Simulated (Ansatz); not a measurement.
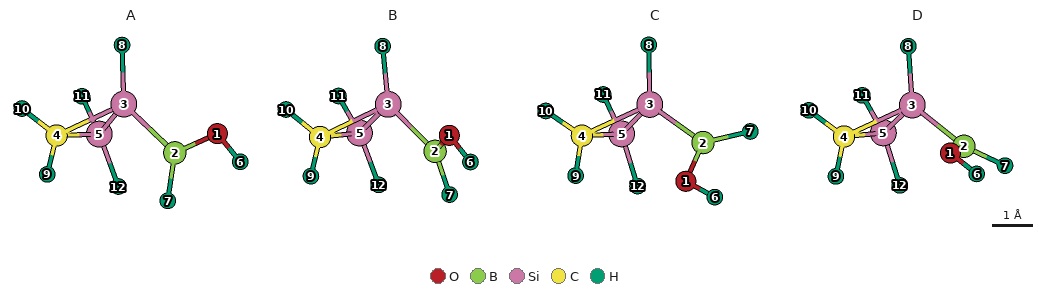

4 geometries from a converged minimum-energy path of CH₇BOSi₂, shuffled. The picture is a ball-and-stick view, seen from a free direction.

All numbers below come from Ansatz, RKS PBE-D4/def2-SVP. Run with 7 movable images; climbing image; force threshold 0.05 eV/Å; iteration limit 60; starting path by image-dependent pair potential.

Question: One of them is the converged climbing image. Which?

Answer: D. In order along the path, whose images run from 0 to 8: C (image 2, +8.1 kJ/mol), D (image 4, +19.1 kJ/mol), B (image 6, +8.1 kJ/mol), A (image 8, 0.0 kJ/mol). The motion is a rotation about the B2–Si3 bond by about 170°. No bond forms or breaks between the ends. Among the angles between lasting bonds that change up to the highest image: B2–Si3–Si5 114.4° → 124.3°, B2–Si3–H8 121.8° → 116.3°.
